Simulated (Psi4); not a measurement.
# BClO (boron chloride oxide), step by step

Aim: a structure relaxation (PBE0/6-31+G*), then the harmonic vibrations, then the energy (MP2/def2-TZVPP), then the vertical excitations (TD-PBE0/6-31+G*) of BClO (boron chloride oxide). 

The results are computed with Psi4 1.11.

### 1 The system as given

BClO: 3 atoms, total charge 0, spin state singlet. As SMILES, `O=BCl`. Geometry: a GFN2-xTB relaxation, a rough one for these elements and not checked as a minimum. The run starts from this shape.

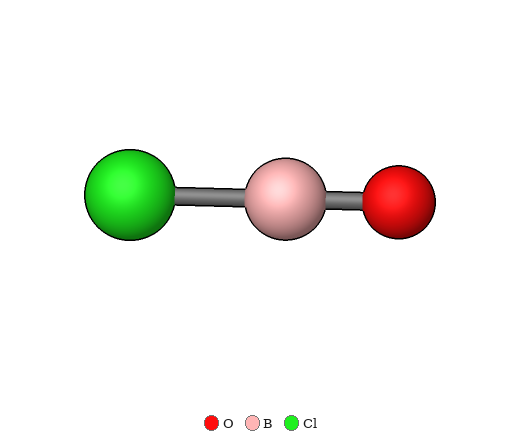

Viewed from a chosen angle; oxygen red, boron pink, chlorine green.

### 2 A geometry optimisation at PBE0/6-31+G(d) (density fitting, Cartesian functions) (run 1)

The input, input.dat:

```
memory 1600 MB

molecule system {
  0 1
  O      1.019560     0.606200     0.626990
  B      0.113080     0.066620     0.069470
  Cl    -1.132640    -0.672810    -0.696460
}

set {
  basis 6-31+G*
  reference rks
  geom_maxiter 60
}

optimize("pbe0")
```

On the command line:

```sh
$ psi4 -i input.dat -o output.dat -n 1
```

output.dat:

```text
Psi4 1.11 release

gradient() will perform analytic gradient computation.

   => Loading Basis Set <=

    Name: 6-31+G*
    Role: ORBITAL
    Keyword: BASIS

         ---------------------------------------------------------
                                   SCF
                              RKS Reference
                        1 Threads,   1525 MiB Core
         ---------------------------------------------------------

  ==> Geometry <==

    Molecular point group: cs
    Full point group: Cs

    Geometry (in Angstrom), charge = 0, multiplicity = 1:

       Center              X                  Y                   Z               Mass
    ------------   -----------------  -----------------  -----------------  -----------------
         O            1.612643100600     0.821565702076     0.000000000000    15.994914619570
         B            0.549785929334     0.279333509479     0.000000000000    11.009305360000
         CL          -0.910720468132    -0.463731003979     0.000000000000    34.968852682000

  Running in cs symmetry.

[... 142 lines left out ...]
   @DF-RKS iter   5:  -560.06916078144422   -1.71524e-03   3.39600e-04 DIIS/ADIIS
[... 47 lines left out ...]
    Empirical Dispersion Energy =           0.0000000000000000
[... 277 lines left out ...]
   @DF-RKS iter   1:  -560.07094050616945   -2.83645e-02   4.07921e-04 DIIS/ADIIS
[... 27 lines left out ...]
    Two-Electron Energy =                 310.1084981683873139
[... 196 lines left out ...]
                           Total Energy        Delta E     RMS |[F,P]|
[... 28 lines left out ...]
    Two-Electron Energy =                 309.8981519242732361
[... 207 lines left out ...]
                           Total Energy        Delta E     RMS |[F,P]|
[... 14 lines left out ...]
  Energy and wave function converged.
[... 142 lines left out ...]
	                                 ==> Convergence Check <==
[... 1 line left out ...]
	Measures of convergence in internal coordinates in au.

	Criteria marked as inactive (o), active & met (*), and active & unmet ( ).

	----------------------------------------------------------------------------------------------
	   Step    Total Energy     Delta E     Max Force     RMS Force      Max Disp      RMS Disp
	----------------------------------------------------------------------------------------------
	  Convergence Criteria     1.00e-06 *    3.00e-04 *             o    1.20e-03 *             o
	----------------------------------------------------------------------------------------------
	     4    -560.07120010   -1.08e-06      1.22e-04 *    8.42e-05 o    3.51e-04 *    1.93e-04 o  ~
	----------------------------------------------------------------------------------------------

Next Geometry in Ang
	Fragment 1 (Ang)

	    O  -0.0002456619   0.0000000000   1.8488124986
	    B  -0.0001751171   0.0000000000   0.6393295889
	   Cl   0.0001510488   0.0000000000  -1.0470039432

    Final optimized geometry and variables:
    Molecular point group: cs
    Full point group: C1v

    Geometry (in Angstrom), charge = 0, multiplicity = 1:

    O           -0.000219692311     0.000000000000     1.848794513564
    B           -0.000219692311     0.000000000000     0.639245586108
    CL           0.000169654394     0.000000000000    -1.046901955406

    Psi4 run time: 0:00:09.11

[set-up sections that repeat, and orbital energies of the middle runs, are left out above]
```

The script printed:

```text
Optimizer: Optimization complete!
```

It took 11 s on 1 thread of Intel Xeon Platinum 8488C (Sapphire Rapids), shared host; peak memory 0.34 GiB.

Steps, from the record of the run:

```csv
step,energy from the first frame kept (eV),largest force (eV/Å)
0,0.0000,1.6791
1,-0.0503,0.2840
2,-0.0516,0.0613
3,-0.0516,0.0124
```

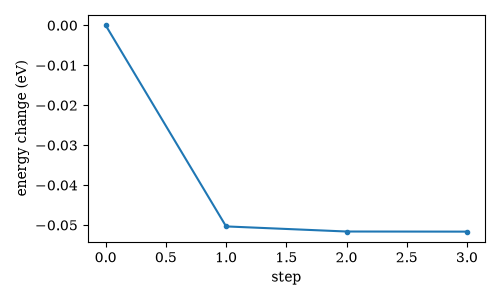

Energy along the run.

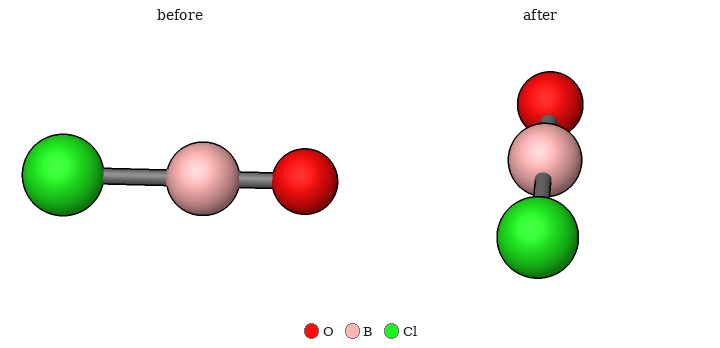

Before and after, at one scale.

After the run. Bond lengths: O1–B2 1.210 Å, B2–Cl3 1.686 Å. Angles: O1–B2–Cl3 180.0°.

### 3 Vibrational wavenumbers at PBE0/6-31+G(d) (density fitting, Cartesian functions) (run 2)

The input, calc.dat:

```
memory 1.6 GB

molecule {
  0 1
  O      0.000000     0.000000    -1.368415
  B      0.000000     0.000000    -0.158866
  Cl     0.000000     0.000000     1.527282
  symmetry c1
}

set t 298.15
set rotational_symmetry_number 1

energy_value, wavefunction = frequencies('pbe0/6-31+G*', return_wfn=True)
```

On the command line:

```sh
$ psi4 calc.dat calc.out -n 1
```

calc.out, shortened:

```text
[...]
   @DF-RKS iter   3:  -560.06216201261077   -1.42294e+00   2.19970e-03 ADIIS/DIIS
[...]
   @DF-RKS iter   2:  -558.63922499122270    1.19472e+00   2.85922e-02 ADIIS/DIIS
[...]
  Total G, Gibbs energy at  298.15 [K]                                                 -560.08599985 [Eh]
[...]
```

Standard output:

```text
Warning: used thermodynamics relations inappropriate for low-frequency modes: ['401.7063' '401.7068']
```

Run time: 34 s. Hardware: 1 thread of Intel Xeon Platinum 8488C (Sapphire Rapids), shared host; peak memory 0.33 GiB.

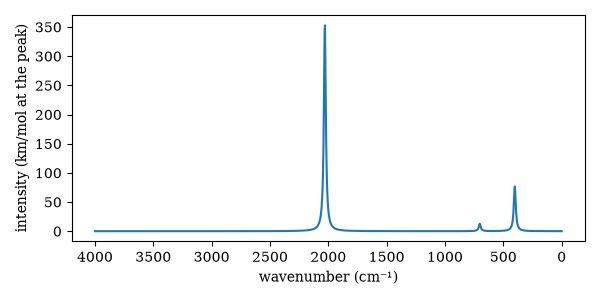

Harmonic infrared spectrum, unscaled, lines broadened by 10 cm⁻¹.

### 4 A single-point energy at MP2/def2-TZVPP (density fitting, density fitting for correlation) (run 3)

The input, calc.inp:

```
memory 1600 mb

molecule {
  O     -1.239782    -0.393981     1.394682
  B     -0.661621    -0.274495     0.339001
  Cl     0.144694    -0.107928    -1.132463
}

set {
  num_frozen_docc 7
}

E, wfn = energy("mp2/def2-TZVPP", return_wfn=True)
```

On the command line:

```sh
$ psi4 -n 1 calc.inp calc.out
```

calc.out:

```text
Psi4 1.11 release

    SCF Algorithm Type (re)set to DF.

   => Loading Basis Set <=

    Name: DEF2-TZVPP
    Role: ORBITAL
    Keyword: BASIS

         ---------------------------------------------------------
                                   SCF
                              RHF Reference
                        1 Threads,   1525 MiB Core
         ---------------------------------------------------------

  ==> Geometry <==

    Molecular point group: c1
    Full point group: C1

    Geometry (in Angstrom), charge = 0, multiplicity = 1:

       Center              X                  Y                   Z               Mass
    ------------   -----------------  -----------------  -----------------  -----------------
         O           -0.000216057780     0.000039005225     1.848794940759    15.994914619570
         B           -0.000216057780     0.000039005225     0.639245677654    11.009305360000
         CL           0.000166847676    -0.000030121254    -1.046902179628    34.968852682000

  Running in c1 symmetry.

[... 84 lines left out ...]
   @DF-RHF iter SAD:  -558.34443261477531   -5.58344e+02   0.00000e+00
[... 2 lines left out ...]
   @DF-RHF iter   3:  -559.17998951179220   -1.04947e-01   2.67211e-04 ADIIS/DIIS
[... 2 lines left out ...]
   @DF-RHF iter   6:  -559.18081366449212   -1.73327e-05   8.04254e-06 DIIS
[... 2 lines left out ...]
   @DF-RHF iter   9:  -559.18081445353459   -2.32592e-09   8.74324e-08 DIIS
[... 2 lines left out ...]
  Energy and wave function converged.
[... 32 lines left out ...]
    Nuclear Repulsion Energy =             69.0296692331999679
[... 2 lines left out ...]
    Total Energy =                       -559.1808144536364580
[... 16 lines left out ...]
 Dipole Z            :         -1.6122414            0.3576323           -1.2546091
[... 40 lines left out ...]
	-----------------------------------------------------------
	 ==================> DF-MP2 Energies <====================
	-----------------------------------------------------------
	 Reference Energy          =    -559.1808144536364580 [Eh]
	 Singles Energy            =      -0.0000000000000000 [Eh]
	 Same-Spin Energy          =      -0.1323754162741434 [Eh]
	 Opposite-Spin Energy      =      -0.3766529888095173 [Eh]
	 Correlation Energy        =      -0.5090284050836608 [Eh]
	 Total Energy              =    -559.6898428587201124 [Eh]
	-----------------------------------------------------------
	 ================> DF-SCS-MP2 Energies <==================
	-----------------------------------------------------------
	 SCS Same-Spin Scale       =       0.3333333333333333 [-]
	 SCS Opposite-Spin Scale   =       1.2000000000000000 [-]
	 SCS Same-Spin Energy      =      -0.0441251387580478 [Eh]
	 SCS Opposite-Spin Energy  =      -0.4519835865714207 [Eh]
	 SCS Correlation Energy    =      -0.4961087253294685 [Eh]
	 SCS Total Energy          =    -559.6769231789659216 [Eh]
	-----------------------------------------------------------

	total time  =          0 seconds =       0.00 minutes

    Psi4 run time: 0:00:01.19
```

It took 2.2 s on 1 thread of Intel Xeon Platinum 8488C (Sapphire Rapids), shared host; peak memory 0.22 GiB.

### 5 The excited states at TD-PBE0/6-31+G(d) (density fitting, Cartesian functions, save jk yes) (run 4)

The input, bclo.inp:

```
memory 1.6 GB

molecule molecule1 {
  O     -1.239782    -0.393981     1.394682
  B     -0.661621    -0.274495     0.339001
  Cl     0.144694    -0.107928    -1.132463
}

set globals {
  basis   6-31+G*
  save_jk true
}

from psi4.driver.procrouting.response.scf_response import tdscf_excitations
result, w = energy("pbe0", return_wfn=True)
states = tdscf_excitations(w, states=6, tda=False)
print_variables()
```

On the command line:

```sh
$ psi4 -n 1 bclo.inp bclo.out
```

bclo.out:

```text
Psi4 1.11 release

   => Loading Basis Set <=

    Name: 6-31+G*
    Role: ORBITAL
    Keyword: BASIS

         ---------------------------------------------------------
                                   SCF
                              RKS Reference
                        1 Threads,   1525 MiB Core
         ---------------------------------------------------------

  ==> Geometry <==

    Molecular point group: c1
    Full point group: C1

    Geometry (in Angstrom), charge = 0, multiplicity = 1:

       Center              X                  Y                   Z               Mass
    ------------   -----------------  -----------------  -----------------  -----------------
         O           -0.000216057780     0.000039005225     1.848794940759    15.994914619570
         B           -0.000216057780     0.000039005225     0.639245677654    11.009305360000
         CL           0.000166847676    -0.000030121254    -1.046902179628    34.968852682000

  Running in c1 symmetry.

[... 137 lines left out ...]
   @DF-RKS iter   1:  -559.83394474262172   -2.67140e-01   1.22866e-02 DIIS/ADIIS
[... 4 lines left out ...]
   @DF-RKS iter   6:  -560.07118923090331   -1.37604e-04   8.46192e-05 DIIS
[... 30 lines left out ...]
    Final Occupation by Irrep:
[... 12 lines left out ...]
    DFT Exchange-Correlation Energy =     -30.7010273576257653
[... 18 lines left out ...]
 Dipole Y            :          0.0000143           -0.0000094            0.0000048
[... 56 lines left out ...]
                                    Excitation Energy         Total Energy        Oscillator Strength             Rotatory Strength
[... 38 lines left out ...]
Excited State    5 (1 A):   0.30755 au   148.15 nm f = 0.0000
[... 40 lines left out ...]
  "SCF TOTAL ENERGY"            =>    -560.071200101848
[... 5 lines left out ...]
  Array Variable Map:
  ----------------------------------------------------------------------------
  "CURRENT DIPOLE"              =>      -0.000026776363 ... -1.043540146388 1 by 3
  "SCF DIPOLE"                  =>      -0.000026776363 ... -1.043540146388 1 by 3
  "SCF TOTAL ENERGIES"          =>    -559.566805220747 ... -560.071200101848 1 by 10

    Psi4 run time: 0:00:08.29
```

It took 9.6 s on 1 thread of Intel Xeon Platinum 8488C (Sapphire Rapids), shared host; peak memory 0.32 GiB.

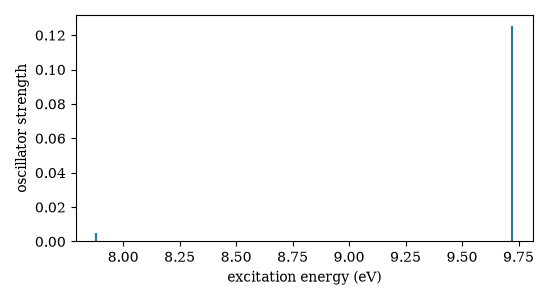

Vertical excitations as sticks.

The roots found:

```
excited state  energy (eV)  strength  label
            1        7.881    0.0050    A 1
            2        7.881    0.0050    A 1
            3        8.121    0.0000    A 1
            4        8.369    0.0000    A 1
            5        8.369    0.0000    A 1
            6        9.722    0.1255    A 1
```

### 6 What came out

| quantity | value |
| --- | --- |
| run 1, PBE0/6-31+G*: total energy at the end | -560.07120 Eh |
| run 1, PBE0/6-31+G*: dipole moment | 2.65 D |
| run 1, PBE0/6-31+G*: HOMO energy | -10.01 eV |
| run 1, PBE0/6-31+G*: LUMO energy | -0.64 eV |
| run 1, PBE0/6-31+G*: HOMO–LUMO gap | 9.38 eV |
| run 2, PBE0/6-31+G*: lowest harmonic wavenumber | 402 cm⁻¹ |
| run 2, PBE0/6-31+G*: highest harmonic wavenumber | 2030 cm⁻¹ |
| run 2, PBE0/6-31+G*: zero-point energy | 21.1 kJ/mol |
| run 2, PBE0/6-31+G*: ideal-gas entropy at 298.15 K (symmetry number 1 as used) | 56.6 cal/(mol K) |
| run 3, MP2/def2-TZVPP: total energy | -559.68984 Eh |
| run 3, MP2/def2-TZVPP: HOMO energy (Hartree–Fock orbitals) | -13.57 eV |
| run 3, MP2/def2-TZVPP: LUMO energy (Hartree–Fock orbitals) | 2.53 eV |
| run 3, MP2/def2-TZVPP: HOMO–LUMO gap (Hartree–Fock orbitals) | 16.10 eV |
| run 3, MP2/def2-TZVPP: correlation energy (7 core orbitals frozen) | -509.0 mEh |
| run 4, TD-PBE0/6-31+G*: ground-state or mean-field energy | -560.07120 Eh |
| run 4, TD-PBE0/6-31+G*: dipole moment (PBE0 Kohn–Sham density) | 2.65 D |
| run 4, TD-PBE0/6-31+G*: HOMO energy (PBE0 Kohn–Sham orbitals) | -10.01 eV |
| run 4, TD-PBE0/6-31+G*: LUMO energy (PBE0 Kohn–Sham orbitals) | -0.64 eV |
| run 4, TD-PBE0/6-31+G*: HOMO–LUMO gap (PBE0 Kohn–Sham orbitals) | 9.38 eV |
| run 4, TD-PBE0/6-31+G*: lowest excitation energy | 7.88 eV |

What this shows: The optimisation (run 1, PBE0/6-31+G*) took 4 steps and changed the energy by -0.052 eV. All 4 modes are real, so the shape is a minimum at this level. The brightest of the 6 transitions from the ground state lies at 9.72 eV (128 nm, f = 0.125); the lowest, at 7.88 eV, has f = 0.005.
